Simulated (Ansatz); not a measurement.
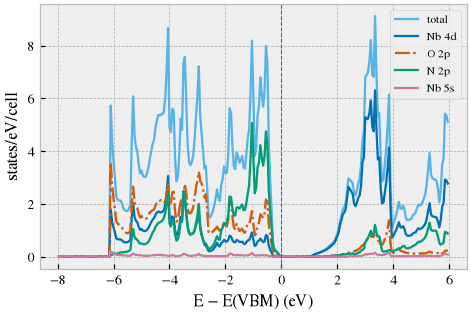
Figure. Total and projected density of states of NbNO in space group I4_1md (No. 109; Nb on 4a, N on 4a, O on 4a), plane-wave PAW LDA (Ansatz code)

Task: Which orbitals carry the states next to the gap?

Result: Top 1 eV of the valence band: N 2p 61 %, O 2p 25 %, Nb 4d 10 %. Bottom 1 eV of the conduction band: Nb 4d 88 %, O 2p 6 %. Projections are on Löwdin-orthogonalised atomic valence shells; empty p or d shells of many metals are not among them.

Task: Where is the tallest occupied peak in this window, and what makes it?

Result: Near -4.0 eV, about 8.7 states/eV per cell; the largest projected share is Nb 4d.

The workflow started from a Materials Project entry (that database holds measured and hypothetical structures alike); the Crystallography Open Database copy checked does not list it. COD files the formula under space group No. 14. Its standing as an ambient phase is unchecked. Symmetry was held in the LDA relaxation; whether a distortion lowers the energy is not shown. No spin polarisation was allowed. Scalar-relativistic: spin–orbit coupling is off unless named, which matters more the heavier the elements.

Potentials: the later of the program's two PAW sets.
